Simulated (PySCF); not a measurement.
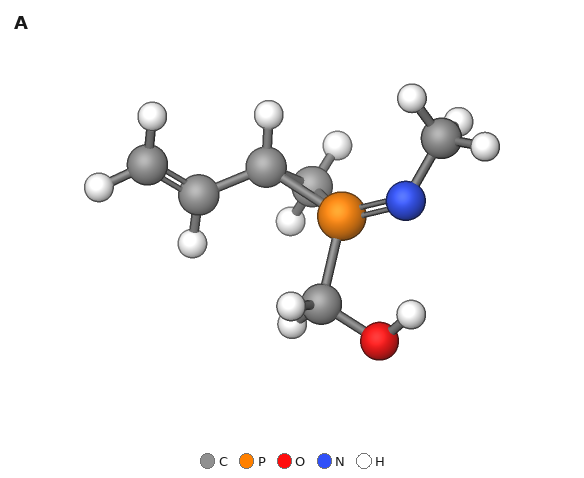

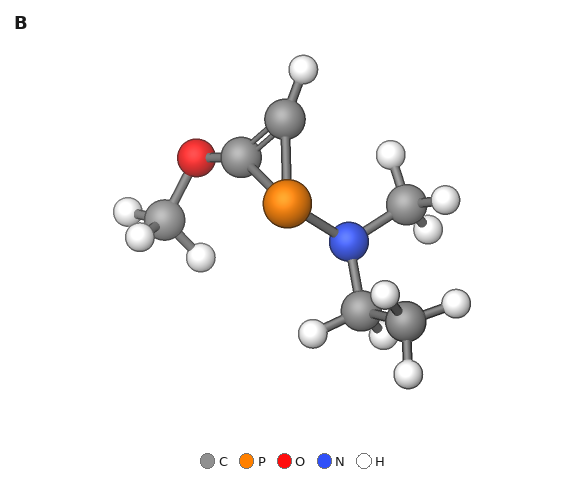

2 stationary structures of one formula. Geometries: GFN2-xTB. Electronic energies: PBE0/pcSseg-1 (PySCF 2.14.0), without zero-point energy. No frequency run is at hand to confirm each as a minimum. Each is one conformer, not always the lowest.

> How are they related?

They are constitutional isomers of C6H12NOP: A `C=C[C@@H]1C[P@@]1(CO)=NC`, B `CCN(C)P1C=C1OC`.

> Rank them by energy, lowest first.

B is lowest; A lies 7.4 kcal/mol above it.

The geometry is semi-empirical. Around P such bond lengths and angles can be off by a tenth of an ångström or more and by several degrees, and values that hang on the shape move with them.
